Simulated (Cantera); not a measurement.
Charge: 1 mol CF4, 0.046 mol CH4, a varied amount of H2, held at 1600 K and 0.100 bar.

These are equilibrium values from Cantera (NASA tables, ideal gas, pure condensed phases), not measurements of a reactor. Candidate condensed phases: C, C6H6, C7H8, C8H18; 95 gas species. Gases not in the tables: C2F6 and larger saturated fluorocarbons. Rates play no part.

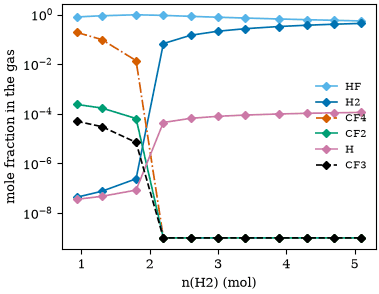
Equilibrium gas composition (values under 1e-9 drawn at 1e-9)

Problem. Read off the mole fractions at 4.3 mol H2.

Solution. HF about 0.63, H2 about 0.37, H about 0.00011.
